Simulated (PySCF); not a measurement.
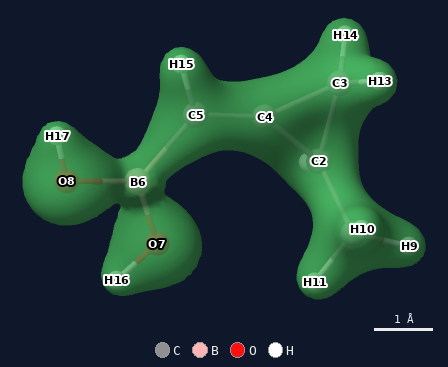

C5H9BO2. Isosurface of the total electron density at 0.8 e/Å³ (green), seen at a tilt.

Geometry: PBE0-D3(BJ)/def2-SVP.

Computed with PySCF, B3LYP/def2-SVPD, SCF density, gas phase.

```
atom    x (Å)    y (Å)    z (Å)
   C  -1.5856  -0.8176  -1.1546
   C  -1.1116  -0.8100   0.2759
   C  -1.6671   0.1864   1.2965
   C  -0.2992   0.2911   0.7854
   C   0.8659   0.9355   0.7252
   B   2.0217   0.4423  -0.1984
   O   1.8462  -0.6733  -0.9605
   O   3.2273   1.0855  -0.2895
   H  -2.5014  -1.4182  -1.2710
   H  -1.7999   0.2054  -1.5001
   H  -0.8043  -1.2326  -1.8086
   H  -0.8667  -1.8003   0.6822
   H  -2.4063   0.9195   0.9513
   H  -1.8248  -0.1558   2.3255
   H   0.9826   1.8320   1.3498
   H   2.6351  -0.8594  -1.4816
   H   3.2771   1.8626   0.2732
```

**Which contacts does the surface bridge?**

At this value the surface is in one piece. It bridges the sampled C–C (1.33 Å), B–O (1.36 Å), C–B (1.56 Å) and O–H (0.96 Å) contacts, where the density stays above the isovalue. On the grid the lowest density along these lines, outside the cores, is 2.2 e/Å³ (C–C, 1.33 Å), 1.5 e/Å³ (B–O, 1.36 Å), 1.3 e/Å³ (C–B, 1.56 Å) and 2.4 e/Å³ (O–H, 0.96 Å).
